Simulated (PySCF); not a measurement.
Consider C₇H₁₁FSSi.

Input

```
{"job": {"kind": "nmr", "xc": "PBE0", "basis": "pcSseg-1"}, "charge": 0, "multiplicity": 1}
C     -2.047311     0.660493     1.378113
C     -2.485560    -0.178458     0.184725
C     -1.431112    -1.221762    -0.207356
C     -0.162031    -0.571451    -0.663090
C      1.016395    -0.425347     0.109665
C      2.033954     0.238524    -0.506775
Si     3.749118     0.642380     0.137255
S      1.565238     0.723811    -2.110078
C      0.009333     0.009288    -1.881903
F     -0.894450     0.056241    -2.867679
H     -1.873538     0.026961     2.245591
H     -1.126725     1.195794     1.154874
H     -2.815190     1.387491     1.631837
H     -3.416553    -0.696101     0.424820
H     -2.677254     0.472017    -0.671101
H     -1.830778    -1.840423    -1.014575
H     -1.215465    -1.864731     0.648031
H      1.104089    -0.811354     1.110124
H      3.804875     0.146879     1.511713
H      4.741504    -0.025258    -0.705660
H      3.942539     2.091949     0.090997
```

Run with:

```sh
OMP_NUM_THREADS=1 python probes_run.py task.json out
```

Geometry: GFN2-xTB.

Method: PBE0/pcSseg-1, SCF density, gas phase, non-relativistic (PySCF 2.14.0).

Q: What can the converged electron density and electron localisation function tell about the bonding?

A: C–F (1.34 Å): ρ at the midpoint is about 2.3 e/Å³; the ELF peaks at about 0.85 between the atoms; a shared but strongly polarised pair.
C–C (1.36 Å): ρ is about 2.2 e/Å³ halfway; the ELF peaks at about 0.95 between the atoms, as expected for a covalent bond.
C–S (1.73 Å): ρ at the midpoint is about 1.4 e/Å³; the ELF peaks at about 0.90 between the atoms: localised, covalent bonding.
C–Si (1.88 Å): ρ is about 0.92 e/Å³ halfway; the ELF peaks at about 0.95 between the atoms: localised, covalent bonding.

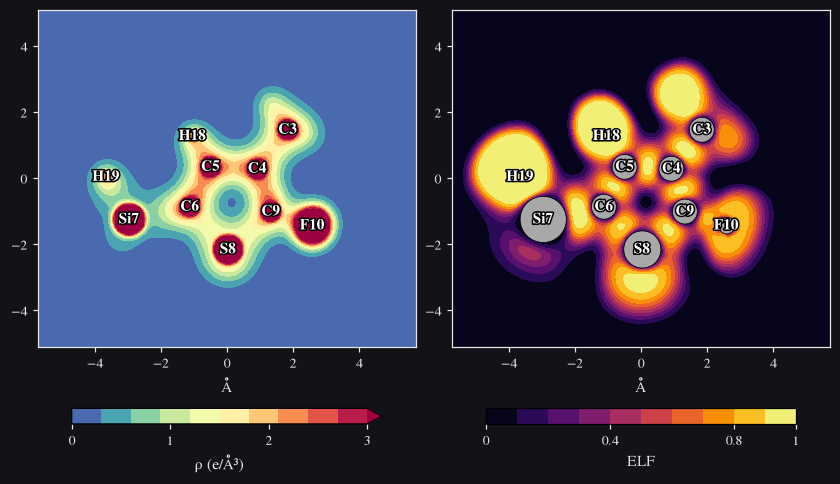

Computed electron density and electron localisation function on the plane of atoms C3, C4 and C5, in this order. Grey discs cover the atomic cores in the ELF map. 
